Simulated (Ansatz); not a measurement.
# Calculations on AlH3

**1. Relaxation**

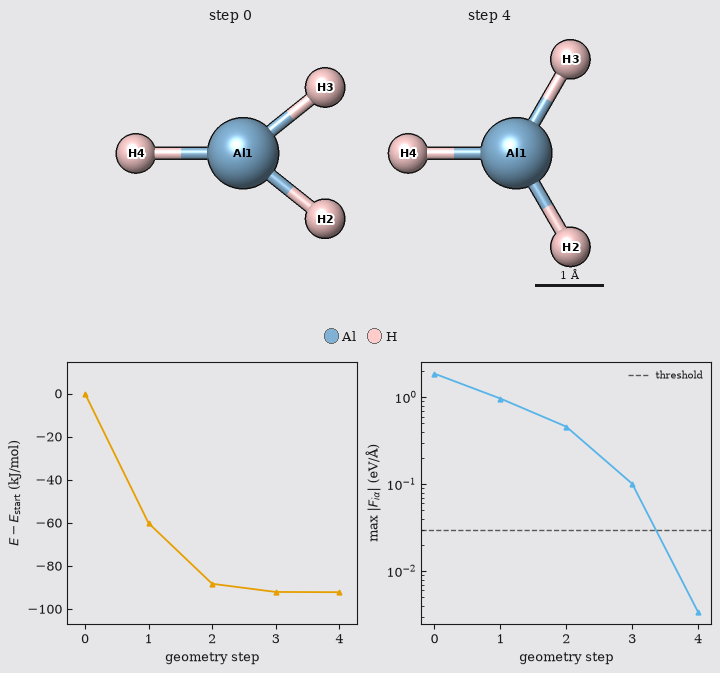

First and last geometry of a relaxation of AlH₃, with the history of the run. A ball-and-stick model, seen face on.

The run prepares an end point of a later path (reaction) calculation, from a guessed geometry.

Computed with Ansatz 0.2.0, RKS PBE0-D4/cc-pVDZ.

The input:
```yaml
crystal:
  periodic: [false, false, false]
  atoms:
    - { symbol: Al, position_ang: [0.210736, -8.2e-05, 0.121735] }
    - { symbol: H, position_ang: [0.775233, 1.1e-05, 1.564031] }
    - { symbol: H, position_ang: [1.742029, 1.3e-05, -0.110701] }
    - { symbol: H, position_ang: [-1.158798, 5.7e-05, -0.668966] }
basis:
  gaussian: { orbitals: cc-pVDZ }
hamiltonian:
  xc: pbe0
  dispersion: d4
relax:
  f_tol: 0.03
  max_steps: 50
```

Command:
```bash
ansatz run input.yaml --threads 1 --pin off --max-ram 2048MiB --backend cpu --events-out ev --progress --plain --runs-dir out
```

Did the run converge, and what did it change?

It converged. The largest moves after the best rigid fit, 0.46 Å, are those of H2 and H3. Largest moves by element: H 0.46 Å, Al 0.21 Å. Some distances before and after: Al1–H2 1.549 → 1.595 Å, Al1–H4 1.581 → 1.596 Å. Bond angles that change, for instance: H2–Al1–H3 77.3° → 120.0°, H2–Al1–H4 141.4° → 120.0°. The energy falls by 92.2 kJ/mol in 4 geometry steps. The largest force component goes from 1.9 to 0.0034 eV/Å. The run took 1.6 s on 1 thread of Intel(R) Xeon(R) 6975P-C (Granite Rapids), with other jobs on the host, peak memory 0.1 GiB.

```csv
step,"E − E(0), kJ/mol","largest force component, eV/Å"
0,0.00,1.8662
1,-60.17,0.9658
2,-88.30,0.4588
3,-92.09,0.1012
4,-92.20,0.0034
```

**2. Relaxation**

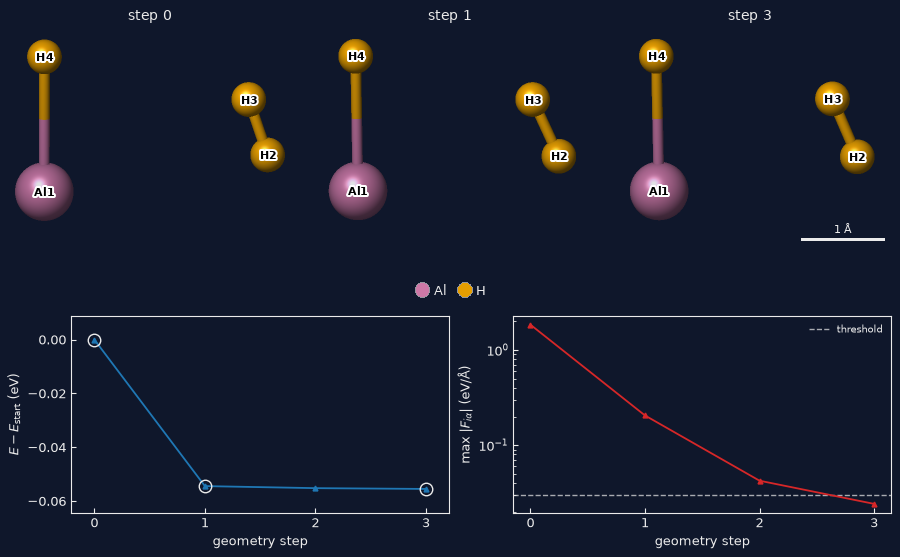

Frames of a relaxation of AlH3, marked on the history of the run. The picture is a ball-and-stick view, seen at a tilt.

The run prepares an end point of a later path (reaction) calculation, from a guessed geometry.

Theory: Ansatz 0.2.0, RKS PBE0-D4/cc-pVDZ.

Input file:
```yaml
crystal:
  periodic: [false, false, false]
  atoms:
    - { symbol: Al, position_ang: [-1.126969, 0.001704, 0.554316] }
    - { symbol: H, position_ang: [1.5886, 0.005162, 1.042627] }
    - { symbol: H, position_ang: [1.622038, -0.007141, 0.322641] }
    - { symbol: H, position_ang: [-0.514469, 0.000274, -1.013484] }
basis:
  gaussian: { orbitals: cc-pVDZ }
hamiltonian:
  xc: pbe0
  dispersion: d4
relax:
  f_tol: 0.03
  max_steps: 50
output:
  orbitals: {}
```

Launched with:
```bash
ansatz run input.yaml --threads 1 --pin off --max-ram 2048MiB --backend cpu --events-out ev --progress --plain --runs-dir out
```

### Describe the path.

The atom that moves furthest after the best rigid fit is H3 (0.20 Å). By element the largest moves are H 0.20 Å, Al 0.18 Å. Near-neighbour distances that change, for instance: H2–H3 0.721 → 0.776 Å. Over 3 geometry steps the energy falls by 0.055 eV. The largest force component goes from 1.8 to 0.024 eV/Å. From step 0 to 1: H3 moves most (0.19 Å), energy −0.054 eV. From step 1 to 3: H2 moves most (0.02 Å), energy −0.001 eV.

```csv
step,"E − E(0), eV","largest force component, eV/Å"
0,0.0000,1.8401
1,-0.0544,0.2052
2,-0.0552,0.0424
3,-0.0555,0.0242
```

Limits of the set-up: the start holds two separate molecules, 2.5 Å apart at their closest, whose relative position is a soft coordinate.

**3. Path**

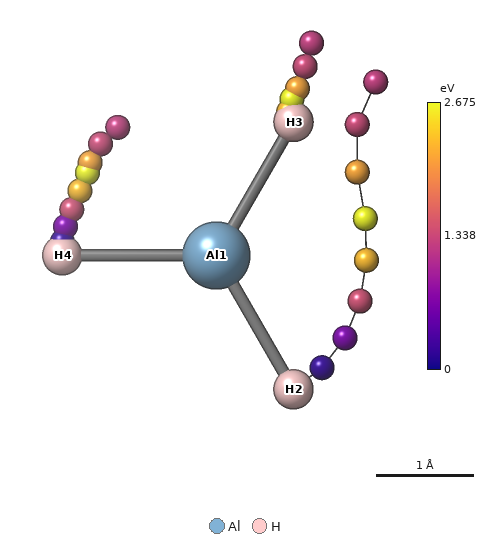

A nudged-elastic-band calculation for AlH3. Images are numbered from 0 (start) to 8 (end). The start is drawn whole; smaller spheres mark the moving atoms (H) in the later images, joined by lines and coloured by the energy of the image relative to the start. The picture is a ball-and-stick view, seen face on.

Level of theory: RKS PBE0-D4/cc-pVDZ in Ansatz. Set-up: 7 movable images; climbing image; force threshold 0.05 eV/Å; iteration limit 60; starting path through a guess of the saddle point.

Describe the path and its energy.

Answer. Breaking: Al1–H2 (1.60 → 1.59 at the top → 2.45 Å), Al1–H3 (1.60 → 1.80 at the top → 2.42 Å). Forming: H2–H3 (2.76 → 1.45 at the top → 0.78 Å). Forward barrier 2.68 eV, backward barrier 1.42 eV, with image 5 at the top; the reaction energy is +1.26 eV. The band converged in 9 iterations, with a climbing image at the top. At the top, the vibrational analysis gives one imaginary mode (1216i cm⁻¹), as a transition state must have.

Cost: 18 s on 1 thread of Intel(R) Xeon(R) 6975P-C (Granite Rapids) (shared host), peak memory 0.095 GiB.
